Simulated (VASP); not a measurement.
Given:

```xyz
8
Lattice="0.0000 2.3277 2.3277 2.3277 0.0000 2.3277 9.3142 9.3142 -0.0036" Properties=species:S:1:pos:R:3 pbc="T T T"
Zr     9.3058     9.3058     0.0049
Zr     2.3286     2.3286    -0.0009
Zr     6.9932     6.9932     4.6451
C      2.3238     2.3238     2.3315
C      4.6609     4.6609     2.3220
C      7.0012     7.0012     2.3095
C      9.2978     9.2978     2.3405
Hf     6.9857     6.9857    -0.0027
```

These are PBEsol GGA, VASP's PBE PAW potentials (set 64) (plane waves; VASP 6.6.1) values and carry that method's errors. Run with 520 eV cut-off, 13×13×4 Γ-centred mesh, tetrahedra with Blöchl corrections, potentials Zr_sv C Hf_pv.

Unless said otherwise, spin-orbit coupling is left out, though it shifts the bands of the heavy elements here.

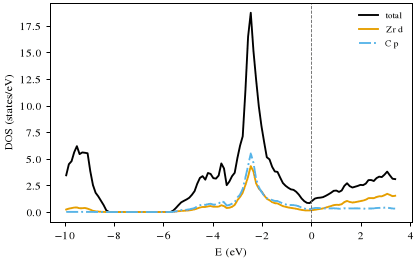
Figure. Total and projected density of states, zero at the Fermi level

Within 2 eV below the Fermi level the largest weight inside VASP's projection spheres is C p, then Zr d.

It has no gap at this level: it comes out as a metal or semimetal.

The structure was generated: HfZr3C4 was put into an ordered model structure (R-3m), which need not be its known phase. It was relaxed first.
